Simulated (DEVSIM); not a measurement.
Device: Pt/SiO2/p-Ge capacitor, at 300 K.

```csv
layer (left to right),material,thickness (nm),Na (cm⁻³)
1,SiO2,20.0,-
2,Ge,410,2.1e18
```

Metal gate on the left, work function 5.6 eV. Fixed charge at the semiconductor interface 0 cm⁻² (in units of +e); no interface traps.

This is a model device: material constants are rounded textbook-type values typed into the input, and sizes, dopings and lifetimes were drawn at random. Values at 300 K.

| parameter | SiO2 | Ge |
|---|---|---|
| gap (eV) | 9 | 0.664 |
| affinity (eV) | 0.9 | 4 |
| permittivity | 3.9 | 16 |
| Nc (cm⁻³) | - | 1.04e19 |
| Nv (cm⁻³) | - | 6e18 |

Simulated with DEVSIM: 1D Poisson equation in equilibrium, Boltzmann statistics, complete ionisation; no quantum confinement or tunnelling. Metal contacts follow the ideal Schottky-Mott rule: no Fermi-level pinning, no interface dipoles.

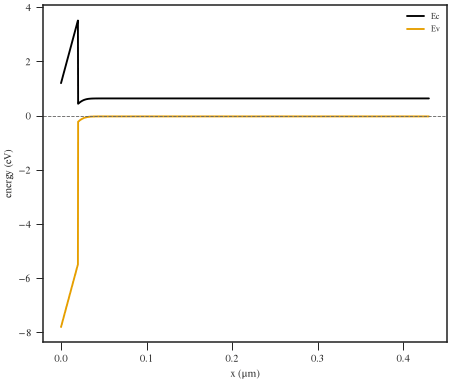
*Band edges at 3.5 V on the gate*

Energies count from the Fermi level of the right contact; mesh points crowd at the junctions.

| x (μm) | Ec (eV) | Ev (eV) | n (cm⁻³) | p (cm⁻³) | field (V/cm) |
|---|---|---|---|---|---|
| 0.000 | 1.200 | -7.800 | < 1e2 | < 1e2 | 1200000 |
| 0.001079 | 1.326 | -7.674 | < 1e2 | < 1e2 | 1200000 |
| 0.002911 | 1.541 | -7.459 | < 1e2 | < 1e2 | 1200000 |
| 0.006372 | 1.946 | -7.054 | < 1e2 | < 1e2 | 1200000 |
| 0.01364 | 2.798 | -6.202 | < 1e2 | < 1e2 | 1200000 |
| 0.01710 | 3.202 | -5.798 | < 1e2 | < 1e2 | 1200000 |
| 0.01893 | 3.416 | -5.584 | < 1e2 | < 1e2 | 1200000 |
| 0.02031 | 0.449 | -0.215 | 3.0e11 | 1.5e15 | 280000 |
| 0.02164 | 0.484 | -0.180 | 7.8e10 | 5.6e15 | 250000 |
| 0.02433 | 0.541 | -0.123 | 8.4e9 | 5.2e16 | 180000 |
| 0.02963 | 0.608 | -0.056 | 6.4e8 | 6.8e17 | 74000 |
| 0.04476 | 0.636 | -0.027 | 2.1e8 | 2.1e18 | 1100 |
| 0.06802 | 0.637 | -0.027 | 2.1e8 | 2.1e18 | ≈ 0 |
| 0.1154 | 0.637 | -0.027 | 2.1e8 | 2.1e18 | ≈ 0 |
| 0.2448 | 0.637 | -0.027 | 2.1e8 | 2.1e18 | ≈ 0 |
| 0.3362 | 0.637 | -0.027 | 2.1e8 | 2.1e18 | ≈ 0 |
| 0.3828 | 0.637 | -0.027 | 2.1e8 | 2.1e18 | ≈ 0 |
| 0.4057 | 0.637 | -0.027 | 2.1e8 | 2.1e18 | ≈ 0 |
| 0.4205 | 0.637 | -0.027 | 2.1e8 | 2.1e18 | ≈ 0 |
| 0.4258 | 0.637 | -0.027 | 2.1e8 | 2.1e18 | ≈ 0 |
| 0.4284 | 0.637 | -0.027 | 2.1e8 | 2.1e18 | ≈ 0 |
| 0.4300 | 0.637 | -0.027 | 2.1e8 | 2.1e18 | ≈ 0 |
